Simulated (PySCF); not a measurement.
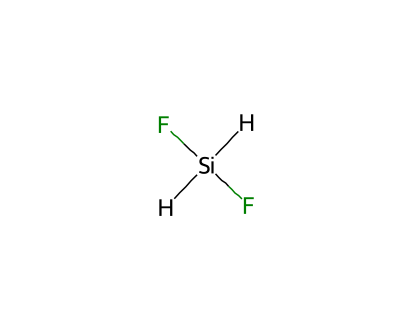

Skeletal drawing of a molecule.

**Transcribe the drawing into SMILES.**

F[SiH2]F

**What is the molecular formula?**

F2H2Si.

**An optimisation with GFN2-xTB gave a structure of which point group?**

C2v.

The parts below concern this one geometry. Atoms keep their numbers from picture to picture. Computed geometry: GFN2-xTB optimisation. No frequency run is at hand to confirm it as a minimum.

**Geometry**

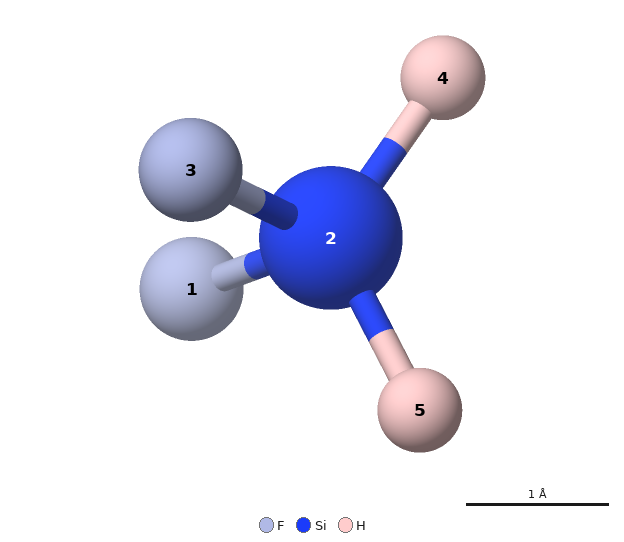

No frequency run is at hand to confirm it as a minimum.

Estimate the angles F1–Si2–F3, F1–Si2–H4, H4–Si2–H5.

```json
{"angle": "F1–Si2–F3", "degrees": "103.0"}
{"angle": "F1–Si2–H4", "degrees": "107.9"}
{"angle": "H4–Si2–H5", "degrees": "120.7"}
```

**Electronic properties**

No frequency run is at hand to confirm it as a minimum. Method: PBE0/pcSseg-1, gas phase (PySCF 2.14.0).

Predict the main results.

- dipole moment: 2.11 D
- HOMO energy (Kohn–Sham orbital): −10.15 eV
- LUMO energy (Kohn–Sham orbital): 0.44 eV
- HOMO–LUMO gap: 10.59 eV

**NMR shielding**

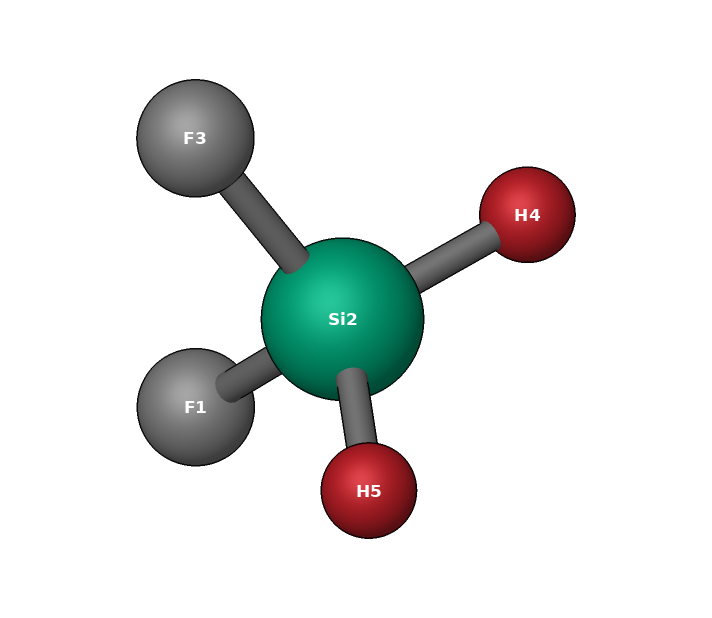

No frequency run is at hand to confirm it as a minimum. Properties computed with GIAO PBE0/pcSseg-1 NMR shielding, non-relativistic, gas phase (PySCF 2.14.0). Principal shieldings σ11 ≤ σ22 ≤ σ33, span Ω = σ33 − σ11, skew κ = 3(σiso − σ22)/Ω.

Give the shielding tensors of the F atoms.

```json
{"atom": "F1, F3", "σ11": "238.7", "σ22": "357.6", "σ33": "402.1", "σiso": "332.8", "Ω": "163.4", "κ": "−0.46"}
```

Shieldings and span in ppm.

**Charges**

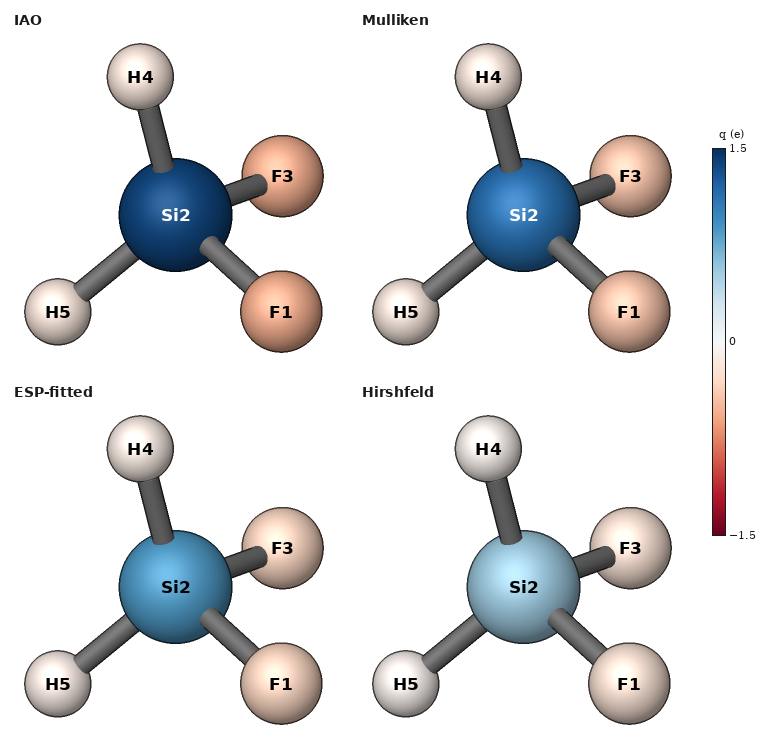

Atomic charges of one calculation by 4 schemes, on one colour scale. No frequency run is at hand to confirm it as a minimum. Computed with PBE0/pcSseg-1 (PySCF 2.14.0).

**Which scheme gives the most polar picture (largest mean size of the charges)?**

The IAO charges are the largest in size here, and the Hirshfeld charges the smallest.

List the charges (e), one line for each set of equivalent atoms.

| atom | IAO | Mulliken | ESP-fitted | Hirshfeld |
| --- | --- | --- | --- | --- |
| F1, F3 | −0.53 | −0.42 | −0.31 | −0.20 |
| Si2 | 1.38 | 1.13 | 0.85 | 0.53 |
| H4, H5 | −0.16 | −0.14 | −0.12 | −0.06 |

Mulliken values depend strongly on the basis set and can even reverse the polarity of a bond. The geometry is semi-empirical. Around Si such bond lengths and angles can be off by a tenth of an ångström or more and by several degrees, and values that hang on the shape move with them.
